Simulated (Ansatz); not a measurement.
**Abstraction of H: BHF2 + GeH3(SnH2) → BF2 + GeH3(SnH3)**

Gas-phase species: BHF2 `FBF`, singlet; GeH3(SnH2), doublet; BF2 `F[B]F`, doublet; GeH3(SnH3), singlet. A radical takes H: the energy is the difference in strength between the B–H bond broken and the Sn–H bond made.

Shapes, held fixed at every level: PBE0-D4/def2-TZVP. Programs: Ansatz 0.2.0. The zero-point and thermal change to 298 K, harmonic and unscaled (PBE0-D4/def2-TZVP), is -6.9 kJ/mol.

```csv
level,kind,ΔH(298 K) (kJ/mol),less CCSD(T)/def2-TZVPP
MP2/def2-SVP,perturbation theory,+148.3,+8.0
MP2/def2-TZVPP,perturbation theory,+139.3,-1.0
HF/def2-TZVPP,Hartree–Fock,+133.2,-7.1
SPW92/def2-TZVPP,LDA,+137.2,-3.1
PBE-D4/def2-TZVPP,GGA,+135.3,-5.0
PBE0-D4/def2-TZVPP,global hybrid,+137.0,-3.3
CCSD/def2-SVP,coupled cluster or CI,+150.8,+10.5
CCSD(T)/def2-TZVPP,coupled cluster or CI,+140.3,0.0
```

The highest level, CCSD(T)/def2-TZVPP, gives ΔH(298 K) = +140.3 kJ/mol; the levels span +133.2 to +150.8. The column of differences is taken from that level and isn't an error. No measured value is set beside it here. Open shells run unrestricted. For atoms past krypton def2 sets carry core potentials with scalar relativity. Relativity is left out for Ge. Outer-core shells of Ge, Sn are correlated, in sets that cover them unevenly.

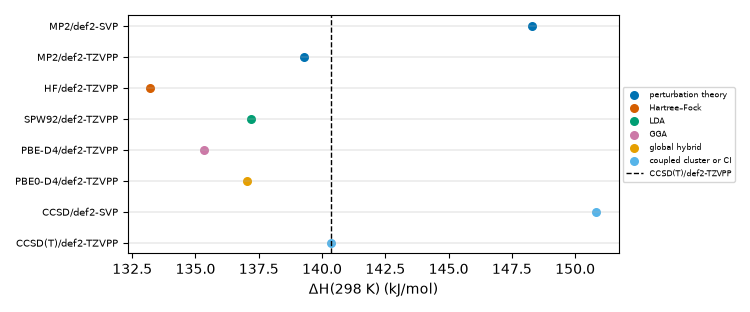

The values of the table, level by level.
